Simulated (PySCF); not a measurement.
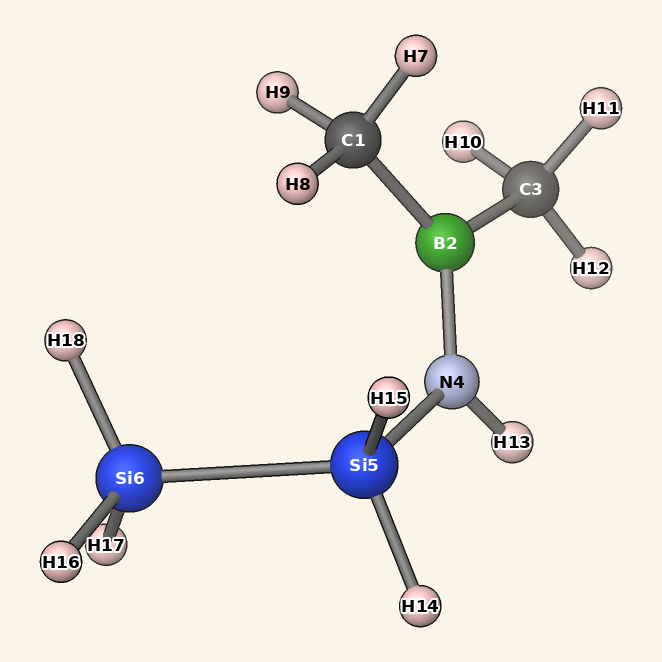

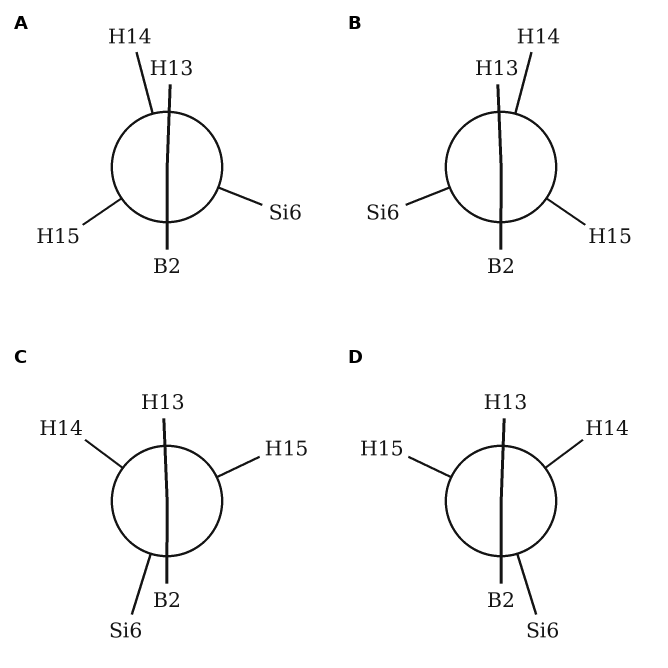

Distant atoms are faded towards the background colour. Bonds that would overlap in a projection are set slightly apart. Computed geometry: PBE0-D3(BJ)/def2-SVP optimisation. No frequency run is at hand to confirm it as a minimum.

Which Newman projection shows the view along N4–Si5, with N4 in front?

B. The torsion angle B2–N4–Si5–Si6 is 68°, synclinal (gauche).
